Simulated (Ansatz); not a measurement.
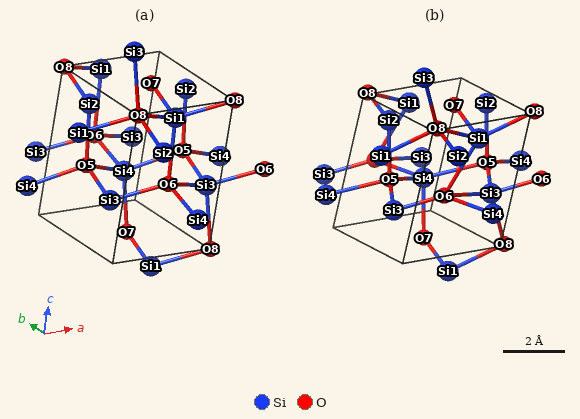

The structure of crystalline SiO (a generated structure, set up in P1) (coarse preliminary run) before (left) and after (right) a relaxation, at one scale.

A ball-and-stick model of the cell of the calculation, seen slightly off an axis.

The calculation used DFT PBE, scalar-relativistic, plane waves, PAW in Ansatz 0.2.0.

Input
```yaml
crystal:
  lattice:
    - [-0.0024999538, 2.4958046255, 2.4439767504]
    - [4.8643445768, 2.4644100008, -2.4175820334]
    - [-4.8828526693, 2.487918001, -2.4310902183]
  atoms:
    - { symbol: Si, position: [0.5290663937, 0.1343216218, 0.8853172078] }
    - { symbol: Si, position: [1.0159052267, 0.6206768908, 0.8709856494] }
    - { symbol: Si, position: [0.9874283112, 0.1443673676, 0.3804020418] }
    - { symbol: Si, position: [0.4879161555, 0.6077014367, 0.375570186] }
    - { symbol: O, position: [0.9887668162, 0.5036803042, 0.4988042392] }
    - { symbol: O, position: [0.4579707823, 1.0058169122, 0.4881301616] }
    - { symbol: O, position: [0.5071284854, 0.4722326551, 1.0087894067] }
    - { symbol: O, position: [0.0258178291, 0.0112028116, -0.0079988924] }
basis:
  ecutwfc: 420
kpoints:
  mp_grid: { grid: [6, 4, 4] }
hamiltonian:
  xc: pbe
scf:
  occupations: { method: gaussian, width: 0.2 }
  lower_state_search: "off"
output:
  forces: true
  stress: true
  eigenvalues: true
relax:
  adjacent_minimum: "off"
  f_tol: 0.025
  max_steps: 60
  cell: { stress_tol: 0.25 }
```

Run as
```bash
ansatz run input.yaml --threads 1 --pin off --max-ram 2048MiB --backend cpu --events-out ev --progress --plain --runs-dir out
```

Q: Summarise the run.

A: The run was cut off at its time limit before the relaxation converged, so the last structure is only a point on the way. After 4 geometry steps the energy has fallen by 379 meV per atom. The largest force component goes from 1.1 to 1.6 eV/Å. The pressure goes from −1.88 to −5.42 GPa. The largest move relative to the cell is that of O6, 0.61 Å roughly along −a. By element the largest moves are O 0.61 Å, Si 0.38 Å. The drawn cell changes as follows: a 3.493 → 3.556 Å (+1.8 %), b 5.965 → 5.825 Å (−2.3 %), c 5.995 → 5.692 Å (−5.1 %), α 109.2° → 117.9°, β 89.2° → 88.2°, γ 89.4° → 87.8°; the volume changes by −11.9 %. Among the contacts that change: Si1–Si4 3.598 → 2.647 Å, Si2–Si3 3.580 → 2.869 Å, Si1–Si2 3.463 → 3.044 Å, Si1–Si3 3.424 → 3.019 Å. Bond angles that change, for instance: O5–Si3–O8 110.0° → 82.4°, Si3–O5–Si4 107.4° → 134.2°, Si2–O8–Si3 108.8° → 83.2°. The space group stays P1 (No. 1).
